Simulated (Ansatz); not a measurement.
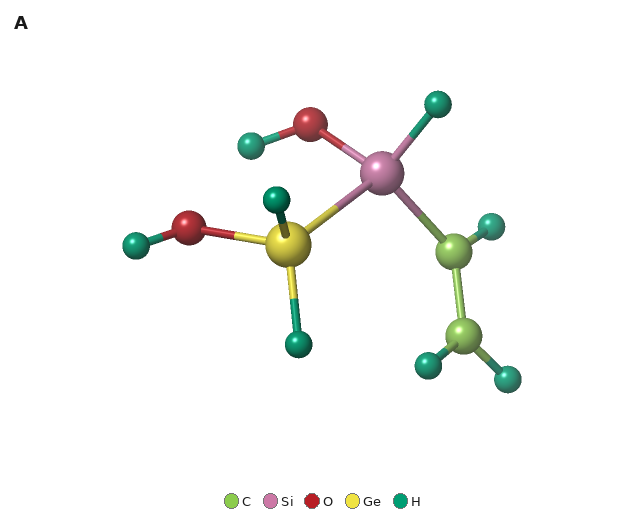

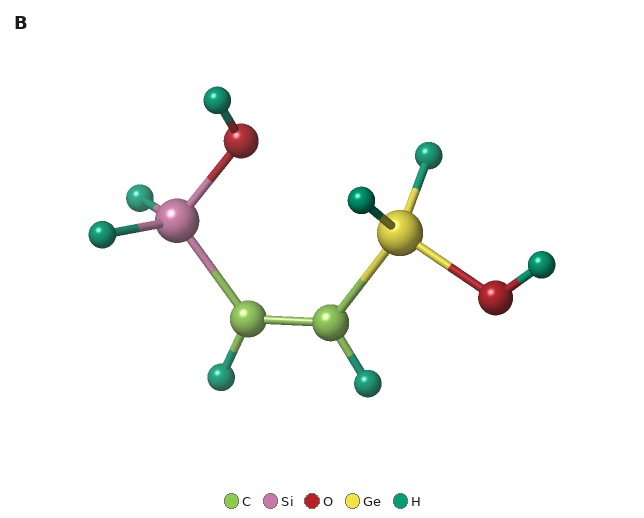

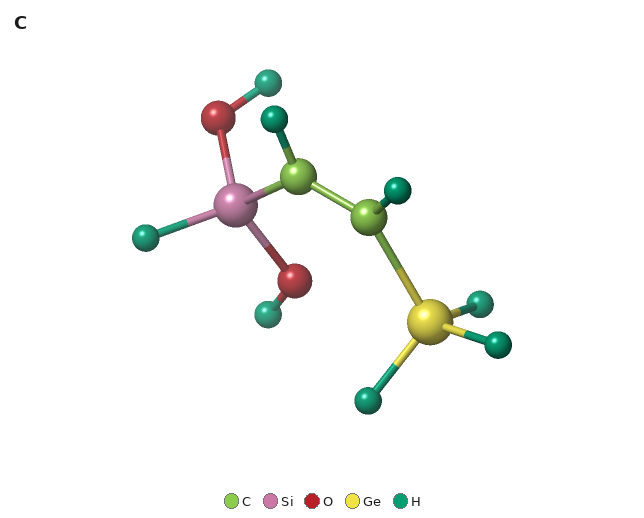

3 stationary structures of one formula. Geometries: PBE0-D4/def2-TZVP. Electronic energies: CCSD(T)/CBS (MP2 limit from def2-TZVPP and def2-QZVPP plus CCSD(T) − MP2) (Ansatz 0.2.0), without zero-point energy. No frequency run is at hand to confirm each as a minimum. Each is one conformer, not always the lowest.

### How are they related?

They are constitutional isomers of C2H8GeO2Si: A `C=C[Si@@H](O)[GeH2][OH]`, B `O[SiH2]/C=[CH]\[GeH2][OH]`, C `O[SiH](O)/C=[CH]\[GeH3]`.

### Rank them by energy, lowest first.

C is lowest; A lies 0.673 eV above it, B lies 0.867 eV above it.
